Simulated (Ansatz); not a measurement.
# Pd wire along [111], 19 atoms a period: bands along the axis

Wanted: the relaxed geometry and the bands of the Pd wire along [111], 19 atoms a period.

Calculated with Ansatz 0.2.0; DFT PBE, plane waves, PAW; relaxation of a wire's period; PAW set soft_1, in the first sound run; inputs show where later runs differ.

## Step 1: The starting structure

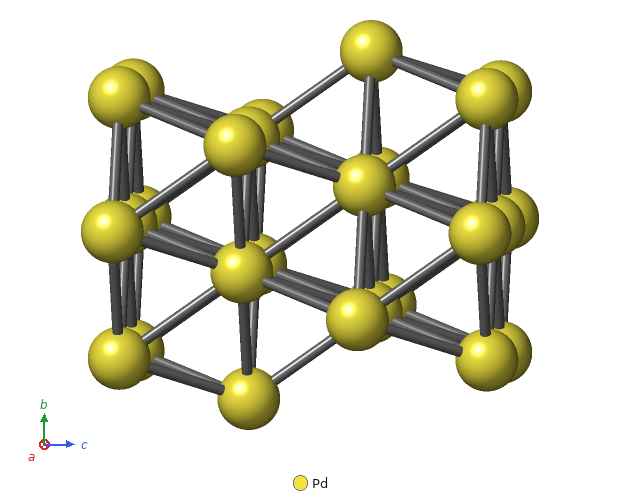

The starting structure, seen from the side, with the c axis across the page (palladium yellow). Some periodic images of atoms are drawn too.

The cell holds 19 atoms: 19 Pd. Cell: a = 12.372 Å, b = 13.234 Å, c = 6.824 Å, α = 90.0°, β = 90.0°, γ = 90.0°. Vacuum lies along a and b. The structure's axis is c.

## Step 2: Relaxation of atoms and period

Band widths follow the bond lengths, so the wire is relaxed first. The atoms and the third cell vector are free; the box across stays fixed as vacuum. A Fermi-Dirac smearing is set since the result may be a metal. The pressure printed is a third of the stress's trace over the whole box, vacuum included; only the stress along the axis is relaxed.

input.yaml

```yaml
crystal:
  lattice:
    - [12.372, 0.0, 0.0]
    - [0.0, 13.234, 0.0]
    - [0.0, 0.0, 6.8242801818]
  atoms:
    - { symbol: Pd, position: [0.387407077, 0.317685441, 0.0] }
    - { symbol: Pd, position: [0.500000058, 0.499999738, 0.0] }
    - { symbol: Pd, position: [0.612593039, 0.317685441, 0.0] }
    - { symbol: Pd, position: [0.72518602, 0.499999738, 0.0] }
    - { symbol: Pd, position: [0.274814096, 0.621542602, 0.333333333] }
    - { symbol: Pd, position: [0.387407077, 0.439228306, 0.333333333] }
    - { symbol: Pd, position: [0.500000058, 0.621542602, 0.333333333] }
    - { symbol: Pd, position: [0.500000058, 0.256914009, 0.333333333] }
    - { symbol: Pd, position: [0.612593039, 0.439228306, 0.333333333] }
    - { symbol: Pd, position: [0.72518602, 0.621542602, 0.333333333] }
    - { symbol: Pd, position: [0.274814096, 0.378456874, 0.666666667] }
    - { symbol: Pd, position: [0.387407077, 0.56077117, 0.666666667] }
    - { symbol: Pd, position: [0.500000058, 0.378456874, 0.666666667] }
    - { symbol: Pd, position: [0.500000058, 0.743085466, 0.666666667] }
    - { symbol: Pd, position: [0.612593039, 0.56077117, 0.666666667] }
    - { symbol: Pd, position: [0.72518602, 0.378456874, 0.666666667] }
    - { symbol: Pd, position: [0.274814096, 0.499999738, 0.0] }
    - { symbol: Pd, position: [0.387407077, 0.682314034, 0.0] }
    - { symbol: Pd, position: [0.612593039, 0.682314034, 0.0] }
kpoints:
  mp_grid: { grid: [1, 1, 12] }
scf:
  occupations: { method: fermi_dirac, width: 0.05 }
hamiltonian:
  xc: pbe
  pseudopotentials: { kind: paw, azcp: { folder: soft_1 } }
relax:
  cell: { fix: [a, b, alpha, beta, gamma] }
  max_steps: 45
  f_tol: 0.03
```

Command:

```
$ ansatz run input.yaml --threads 4 --pin off --max-ram 16384MiB --backend cpu --events-out ev --progress --plain --runs-dir out
```

Numbers of over 12 decimals in the logs are rounded to 6 here.

What it wrote:

```text
Engine: ansatz 0.2.0, aarch64-unknown-linux-gnu
Pseudopotentials: kind: paw
Pseudopotential: Pd, paw, valence charge 18, recommended cutoff 420 eV (normal), soft_1/Pd.paw.azcp
Functional definition: PBE
  parameter kappa = 0.804
  parameter beta = 0.066725
  exchange = pbe_x(kappa = kappa, mu = beta*pi^2/3)
  correlation = pbe_c(beta = beta)
Crystal: 19 atoms, lattice volume = 1117.347 Å³
Basis set: ecut = 420 eV, 21855 PW (Γ), exchange–correlation on 180×180×96 points (8 copies of the dense FFT grid, shifted against one another)
Bands: 206, of which v1, the nominal top of the filled ones, is band 171 counted from 1 (170 counted from 0)
Symmetry: 4 space group operations
Space group: P2/m (ITA 10), of the structure as read, at distance tolerance 1.0e-4 Å
k-points: 7 of 12
Non-local potential: Pd, projectors of the file, l = 0: 2, l = 1: 2, l = 2: 2, l = 3: 1
PAW form: soft (Blöchl's): semilocal exchange-correlation on the pseudo side does not see the compensation charge
PAW one-centre angular grid: Pd, 590 points (default); XC on 64 Gauss nodes
Initial density: superposition of atomic densities (neutral atoms: chi_scale 0, normalization atom)
Initial wavefunctions: pseudopotential atomic-orbital guess
Functional: x = pbe(κ = 0.804, μ = 0.219515), c = pbe(β = 0.066725)
SCF iter   1: F=—  HF=-132484.713313 eV  |F-HF|=—  |Δ(HF+E_count)|=         —  Δρ=7.97e-2  dr2=9.04e1  ethr=3.10e-3  ⟨swp⟩=6.6  Hψ=5203  notcnv=0  defer=71
preconditioner: auto → LDOS  [metal: Δε(μ)=0.018 eV  Ē_g=4.528 eV  σ=0.050 eV  W_gap=0.09  n_scr=212 (ndim 8)  ℏωp=15.3 eV  f_vac=0.641  D(μ)=55.05/eV (n_scr^D=504)  β→1.0]
SCF iter   2: F=—  HF=-132484.302487 eV  |F-HF|=—  |Δ(HF+E_count)|=   4.11e-1  Δρ=7.32e-2  dr2=7.30e1  ethr=3.10e-3  ⟨swp⟩=3.7  Hψ=3794  notcnv=0  defer=113
SCF iter   3: F=—  HF=-132468.296533 eV  |F-HF|=—  |Δ(HF+E_count)|=    1.60e1  Δρ=1.86e-2  dr2=6.16e0  ethr=3.10e-3  ⟨swp⟩=3.3  Hψ=3660  notcnv=0  defer=158
SCF iter   4: F=—  HF=-132468.358987 eV  |F-HF|=—  |Δ(HF+E_count)|=   6.25e-2  Δρ=9.22e-3  dr2=4.32e0  ethr=1.80e-3  ⟨swp⟩=2.9  Hψ=2388  notcnv=0  defer=146
SCF iter   5: F=—  HF=-132468.177991 eV  |F-HF|=—  |Δ(HF+E_count)|=   1.81e-1  Δρ=7.44e-3  dr2=1.44e0  ethr=1.26e-3  ⟨swp⟩=2.0  Hψ=1563  notcnv=0  defer=146
SCF iter   6: F=—  HF=-132468.134849 eV  |F-HF|=—  |Δ(HF+E_count)|=   4.31e-2  Δρ=3.57e-3  dr2=3.00e-1  ethr=4.22e-4  ⟨swp⟩=2.0  Hψ=1362  notcnv=0  defer=146
SCF iter   7: F=—  HF=-132468.129565 eV  |F-HF|=—  |Δ(HF+E_count)|=   5.28e-3  Δρ=1.93e-3  dr2=7.80e-2  ethr=8.76e-5  ⟨swp⟩=2.0  Hψ=2063  notcnv=0  defer=147
SCF iter   8: F=—  HF=-132468.132534 eV  |F-HF|=—  |Δ(HF+E_count)|=   2.97e-3  Δρ=1.17e-3  dr2=2.73e-2  ethr=2.28e-5  ⟨swp⟩=2.0  Hψ=1805  notcnv=0  defer=148
SCF iter   9: F=—  HF=-132468.131783 eV  |F-HF|=—  |Δ(HF+E_count)|=   7.52e-4  Δρ=6.97e-4  dr2=1.18e-2  ethr=7.97e-6  ⟨swp⟩=1.7  Hψ=1306  notcnv=0  defer=148
SCF iter  10: F=—  HF=-132468.131378 eV  |F-HF|=—  |Δ(HF+E_count)|=   4.05e-4  Δρ=4.84e-4  dr2=4.65e-3  ethr=3.46e-6  ⟨swp⟩=1.4  Hψ=1298  notcnv=0  defer=148
SCF iter  11: F=—  HF=-132468.131232 eV  |F-HF|=—  |Δ(HF+E_count)|=   1.46e-4  Δρ=1.63e-4  dr2=4.99e-4  ethr=1.36e-6  ⟨swp⟩=1.0  Hψ=1294  notcnv=0  defer=148
SCF iter  12: F=—  HF=-132468.131197 eV  |F-HF|=—  |Δ(HF+E_count)|=   3.52e-5  Δρ=4.13e-5  dr2=3.82e-5  ethr=1.46e-7  ⟨swp⟩=2.0  Hψ=1952  notcnv=0  defer=148
SCF iter  13: F=—  HF=-132468.131996 eV  |F-HF|=—  |Δ(HF+E_count)|=   7.99e-4  Δρ=2.94e-5  dr2=1.93e-5  ethr=1.12e-8  ⟨swp⟩=2.1  Hψ=1832  notcnv=0  defer=148
SCF iter  14: F=—  HF=-132468.131997 eV  |F-HF|=—  |Δ(HF+E_count)|=   6.34e-7  Δρ=1.78e-5  dr2=7.87e-6  ethr=5.65e-9  ⟨swp⟩=1.1  Hψ=1295  notcnv=0  defer=148
SCF iter  15: F=—  HF=-132468.131997 eV  |F-HF|=—  |Δ(HF+E_count)|=   1.46e-7  Δρ=1.00e-5  dr2=2.76e-6  ethr=2.30e-9  ⟨swp⟩=1.0  Hψ=1294  notcnv=0  defer=148
SCF iter  16: F=—  HF=-132468.131997 eV  |F-HF|=—  |Δ(HF+E_count)|=   6.45e-8  Δρ=4.06e-6  dr2=3.51e-7  ethr=8.08e-10  ⟨swp⟩=1.0  Hψ=1294  notcnv=0  defer=148
SCF iter  17: F=-132468.131997 eV  HF=-132468.131997 eV  |F-HF|=2.02e-8  |Δ(HF+E_count)|=   2.09e-8  Δρ=1.33e-6  dr2=3.31e-8  ethr=2.92e-11  ⟨swp⟩=4.0  Hψ=4583  notcnv=0
SCF 1 converged in 17 iterations: F = -132468.131997 eV  dr2 = 3.31e-8
  greatest PAW one-centre occupation: 0.999 electrons in one spin orbital (limit 2), on the Pd atom at site 15 (counted from 0), in its partial waves of l = 0
relax step   1: F+E_penalty+E_count = -132468.13199657 eV  Δ(F+E_penalty+E_count) = +0.000e0 eV  max|allowed force component| = 1.071e0 eV/Å  Δτ_max = 0.0000 Å  P = -2.154 GPa  Ω = 1117.347 Å³  fix = [a, b, alpha, beta, gamma]  reactions: a -1.730, b -1.775 GPa; alpha +0.002 GPa/rad  (17 SCF iters, dr2 threshold 1.00e-7 eV, accepted)
Crystal: 19 atoms, lattice volume = 1081.271 Å³
Basis set: ecut = 420 eV, 21083 PW (Γ), exchange–correlation on 180×180×96 points (8 copies of the dense FFT grid, shifted against one another)
Initial density: handed on by an earlier stage of this run
Initial wavefunctions: those handed on with the density
iter 1 solved again at ethr=1.18e-3 eV; its pass at ethr=3.10e-3 eV (dr2=4.03e0 eV) is discarded
SCF iter   1: F=—  HF=-132469.481536 eV  |F-HF|=—  |Δ(HF+E_count)|=         —  Δρ=1.67e-2  dr2=4.06e0  ethr=1.18e-3  ⟨swp⟩=3.3  Hψ=6992  notcnv=0
preconditioner: auto → LDOS  [metal: Δε(μ)=0.003 eV  Ē_g=5.502 eV  σ=0.050 eV  W_gap=0.02  n_scr=216 (ndim 8)  ℏωp=15.6 eV  f_vac=0.643  D(μ)=47.35/eV (n_scr^D=392)  β→1.0]
SCF iter   2: F=—  HF=-132469.211927 eV  |F-HF|=—  |Δ(HF+E_count)|=   2.70e-1  Δρ=8.73e-3  dr2=1.65e0  ethr=1.18e-3  ⟨swp⟩=3.1  Hψ=2449  notcnv=0
SCF iter   3: F=—  HF=-132469.059969 eV  |F-HF|=—  |Δ(HF+E_count)|=   1.52e-1  Δρ=6.39e-3  dr2=7.52e-1  ethr=4.81e-4  ⟨swp⟩=3.1  Hψ=2438  notcnv=0
SCF iter   4: F=—  HF=-132469.025801 eV  |F-HF|=—  |Δ(HF+E_count)|=   3.42e-2  Δρ=3.79e-3  dr2=3.80e-1  ethr=2.20e-4  ⟨swp⟩=2.0  Hψ=2414  notcnv=0  defer=134
SCF iter   5: F=—  HF=-132468.999119 eV  |F-HF|=—  |Δ(HF+E_count)|=   2.67e-2  Δρ=1.86e-3  dr2=5.89e-2  ethr=1.11e-4  ⟨swp⟩=2.0  Hψ=2074  notcnv=0  defer=134
SCF iter   6: F=—  HF=-132468.995531 eV  |F-HF|=—  |Δ(HF+E_count)|=   3.59e-3  Δρ=6.05e-4  dr2=7.25e-3  ethr=1.72e-5  ⟨swp⟩=2.0  Hψ=1944  notcnv=0  defer=134
SCF iter   7: F=—  HF=-132468.995564 eV  |F-HF|=—  |Δ(HF+E_count)|=   3.31e-5  Δρ=3.68e-4  dr2=2.70e-3  ethr=2.12e-6  ⟨swp⟩=1.9  Hψ=1433  notcnv=0  defer=134
SCF iter   8: F=—  HF=-132468.995607 eV  |F-HF|=—  |Δ(HF+E_count)|=   4.24e-5  Δρ=2.39e-4  dr2=1.21e-3  ethr=7.89e-7  ⟨swp⟩=1.4  Hψ=1316  notcnv=0  defer=134
[...]
relax step   4: F+E_penalty+E_count = -132469.13348994 eV  Δ(F+E_penalty+E_count) = -6.724e-3 eV  max|allowed force component| = 3.636e-2 eV/Å  Δτ_max = 0.0162 Å  P = +0.057 GPa  Ω = 1086.028 Å³  energy of the carried Pulay correction = +2.915e-3 eV  fix = [a, b, alpha, beta, gamma]  reactions: a +0.056, b +0.019 GPa; alpha +0.000 GPa/rad  (10 SCF iters, dr2 threshold 7.91e-7 eV, accepted)
[...]
relax step   5: F+E_penalty+E_count = -132469.13457144 eV  Δ(F+E_penalty+E_count) = -1.082e-3 eV  max|allowed force component| = 6.349e-3 eV/Å  Δτ_max = 0.0051 Å  P = +0.014 GPa  Ω = 1087.675 Å³  energy of the carried Pulay correction = +2.759e-3 eV  fix = [a, b, alpha, beta, gamma]  reactions: a +0.030, b -0.006 GPa; alpha +0.000 GPa/rad  (10 SCF iters, dr2 threshold 8.26e-8 eV, accepted)
Basis set: ecut = 420 eV, 21243 PW (Γ), exchange–correlation on 180×180×90 points (8 copies of the dense FFT grid, shifted against one another)
Initial wavefunctions: pseudopotential atomic-orbital guess (no wavefunctions were taken with the density)
iter 1 solved again at ethr=1.76e-7 eV; its pass at ethr=3.10e-3 eV (dr2=6.02e-4 eV) is discarded
SCF iter   1: F=—  HF=-132469.130342 eV  |F-HF|=—  |Δ(HF+E_count)|=         —  Δρ=5.04e-5  dr2=5.27e-6  ethr=1.76e-7  ⟨swp⟩=4.9  Hψ=10499  notcnv=0
preconditioner: auto → LDOS  [metal: Δε(μ)=0.015 eV  Ē_g=5.525 eV  σ=0.050 eV  W_gap=0.07  n_scr=216 (ndim 8)  ℏωp=15.5 eV  f_vac=0.639  D(μ)=52.46/eV (n_scr^D=472)  β→1.0]
SCF iter   2: F=—  HF=-132469.130469 eV  |F-HF|=—  |Δ(HF+E_count)|=   1.27e-4  Δρ=2.53e-5  dr2=4.66e-6  ethr=1.54e-9  ⟨swp⟩=2.7  Hψ=2794  notcnv=0
SCF iter   3: F=—  HF=-132469.130468 eV  |F-HF|=—  |Δ(HF+E_count)|=   1.34e-6  Δρ=7.78e-6  dr2=5.75e-7  ethr=1.36e-9  ⟨swp⟩=2.0  Hψ=2518  notcnv=0
SCF iter   4: F=—  HF=-132469.130468 eV  |F-HF|=—  |Δ(HF+E_count)|=   8.56e-8  Δρ=1.92e-6  dr2=4.94e-8  ethr=1.68e-10  ⟨swp⟩=3.1  Hψ=3179  notcnv=0
SCF iter   5: F=—  HF=-132469.130468 eV  |F-HF|=—  |Δ(HF+E_count)|=   2.04e-9  Δρ=7.88e-7  dr2=8.90e-9  ethr=1.44e-11  ⟨swp⟩=2.0  Hψ=2101  notcnv=0
SCF iter   6: F=—  HF=-132469.130468 eV  |F-HF|=—  |Δ(HF+E_count)|=   1.57e-9  Δρ=4.83e-7  dr2=4.76e-9  ethr=2.60e-12  ⟨swp⟩=2.0  Hψ=1585  notcnv=0
SCF iter   7: F=—  HF=-132469.130468 eV  |F-HF|=—  |Δ(HF+E_count)|=  1.75e-10  Δρ=3.02e-7  dr2=1.77e-9  ethr=1.39e-12  ⟨swp⟩=1.0  Hψ=1442  notcnv=0
SCF iter   8: F=—  HF=-132469.130468 eV  |F-HF|=—  |Δ(HF+E_count)|=  5.82e-11  Δρ=1.22e-7  dr2=2.18e-10  ethr=1.00e-12  ⟨swp⟩=1.0  Hψ=1442  notcnv=0
SCF iter   9: F=-132469.130468 eV  HF=-132469.130468 eV  |F-HF|=1.16e-10  |Δ(HF+E_count)|=  5.82e-11  Δρ=2.01e-8  dr2=7.03e-12  ethr=1.00e-12  ⟨swp⟩=4.3  Hψ=4342  notcnv=0
SCF 6 converged in 9 iterations: F = -132469.130468 eV  dr2 = 7.03e-12
relax step   6: F+E_penalty+E_count = -132469.13046779 eV  Δ(F+E_penalty+E_count) = +4.104e-3 eV  max|allowed force component| = 6.072e-3 eV/Å  Δτ_max = 0.0000 Å  P = +0.022 GPa  Ω = 1087.675 Å³  fix = [a, b, alpha, beta, gamma]  reactions: a +0.035, b -0.001 GPa; alpha +0.000 GPa/rad  stress off target by 3.09e-2 GPa on what of the cell is left free  SCF on the basis re-selected at this cell (its energy is not comparable with the rows above)  (9 SCF iters)
basis re-selected at this cell: Δ(F+E_penalty+E_count) = +4.104e-3 eV, ΔP = +0.007 GPa vs the last step (what re-selecting the basis moved, of the pressure what is left beyond the Pulay correction that the steps carried, after the strain that the cell walked since its last selection, with what the two solves' SCF thresholds leave and, on support functions, any second-order correction that the steps lacked; it is no measure of the basis error at this ecutwfc). The dense FFT grid was sized anew with the basis: this SCF ran on 90×90×45 points, the steps before it on 90×90×48, so part of this shift can come from that change (see relax.cell in the input reference). [rest of the remark cut]
SCF converged after 9 iterations
Free energy (F): -132469.130468 eV
Harris-Foulkes:  -132469.130468 eV  (|F-HF|=1.16e-10)
Internal energy: -132468.719770 eV  (E = F + TS)
E sigma→0 (E₀):  -132468.925119 eV
Entropy (-TS):   -0.410698 eV (-21.616 meV/atom)
Fermi energy:    1.655420 eV
--- Per-component energies (eV) ---
  E_band       = -8633.033715
  E_kinetic    = 8537.215008
  E_local      = -209354.004029  (includes V_loc(G=0)·N_el)
  E_nonlocal   = 7061.768631
  E_hartree    = 98279.570704
  E_xc         = -2610.332854
  E_vxc        = -3297.094099  (∫ρ·V_xc dr)
  E_paw        = -72426.128102  (= ΣΔE_a)
  E_vpaw       = -8140.064542  (= ΣTr[D̂ρ^β])
  E_aug_tail   = 0.004382  (compensation charges beyond the density's cutoff)
  E_ewald      = 38043.186490
  E_smearing   = -0.410698  (= −TS)
  E_closure    = 0.000000  (closes the sum)
  Σ components = -132469.130468   (vs F -132469.130468, Δ=0.00e0)
--- Forces (eV/Å), atoms counted from 1 ---
  atom   1  Pd     0.00043727     0.00064194     0.00009997
  atom   2  Pd     0.00000000     0.00000000     0.00000000
  atom   3  Pd    -0.00043727     0.00064194     0.00009997
  atom   4  Pd    -0.00097193     0.00000000     0.00000000
  atom   5  Pd     0.00529549    -0.00295925     0.00003525
  atom   6  Pd     0.00185824     0.00091888     0.00313976
  atom   7  Pd     0.00000000    -0.00234514     0.00322039
  atom   8  Pd     0.00000000     0.00607190     0.00011687
  atom   9  Pd    -0.00185824     0.00091888     0.00313976
  atom  10  Pd    -0.00529549    -0.00295925     0.00003525
  atom  11  Pd     0.00529549     0.00295925    -0.00003525
  atom  12  Pd     0.00185824    -0.00091888    -0.00313976
  atom  13  Pd     0.00000000     0.00234514    -0.00322039
  atom  14  Pd     0.00000000    -0.00607190    -0.00011687
  atom  15  Pd    -0.00185824    -0.00091888    -0.00313976
  atom  16  Pd    -0.00529549     0.00295925    -0.00003525
  atom  17  Pd     0.00097193     0.00000000     0.00000000
  atom  18  Pd     0.00043727    -0.00064194    -0.00009997
  atom  19  Pd    -0.00043727    -0.00064194    -0.00009997
  max |Σ_I F_I| component: 1.14e-18 eV/Å
--- Stress (GPa, compression-positive) ---
        0.035022       0.000000       0.000000
        0.000000      -0.001145      -0.000208
        0.000000      -0.000208       0.030863
  P = ⅓ Tr σ = 0.0216 GPa (0.216 kbar)
--- Relaxed structure (5 steps of the walk, 5 accepted, 1 SCFs on fresh bases) ---
  F+E_penalty+E_count = -132469.13046779 eV   max|allowed force component| = 6.072e-3 eV/Å   (the final SCF, on the basis selected at the relaxed cell)
  cell:  # Å, volume = 1087.6753 Å³
    - [12.372, 0.0, 0.0]
    - [0.0, 13.234, 0]
    - [0.0, 0, 6.643061]
  atoms:
    - { symbol: Pd, position: [0.388354, 0.319236, 0.000164905] }
    - { symbol: Pd, position: [0.5, 0.5, 0] }
    - { symbol: Pd, position: [0.611646, 0.319236, 0.000164905] }
    - { symbol: Pd, position: [0.723185, 0.5, 0] }
    - { symbol: Pd, position: [0.286544, 0.615270, 0.330546] }
    - { symbol: Pd, position: [0.383819, 0.437310, 0.332312] }
    - { symbol: Pd, position: [0.5, 0.625342, 0.332139] }
    - { symbol: Pd, position: [0.5, 0.269534, 0.330815] }
    - { symbol: Pd, position: [0.616181, 0.437310, 0.332312] }
    - { symbol: Pd, position: [0.713456, 0.615270, 0.330546] }
    - { symbol: Pd, position: [0.286544, 0.384730, 0.669454] }
    - { symbol: Pd, position: [0.383819, 0.562690, 0.667688] }
    - { symbol: Pd, position: [0.5, 0.374658, 0.667861] }
    - { symbol: Pd, position: [0.5, 0.730466, 0.669185] }
    - { symbol: Pd, position: [0.616181, 0.562690, 0.667688] }
    - { symbol: Pd, position: [0.713456, 0.384730, 0.669454] }
    - { symbol: Pd, position: [0.276815, 0.5, 0] }
    - { symbol: Pd, position: [0.388354, 0.680764, -0.000164905] }
    - { symbol: Pd, position: [0.611646, 0.680764, -0.000164905] }
```

The job ended after 3.9 min (4 threads of Arm Neoverse V1, shared host; peak memory 4 GiB).

[end of part 1 of 2]

[Logs are printed without paths, hosts, clocks, repeated set-up lines and the standing remarks that a program may print on its own settings, such as how far it seeks lower states.]

[Hosts, paths, dates, database ids (printed as entryN), source tags and the programs' standing remarks are cut or masked in the printed files.]
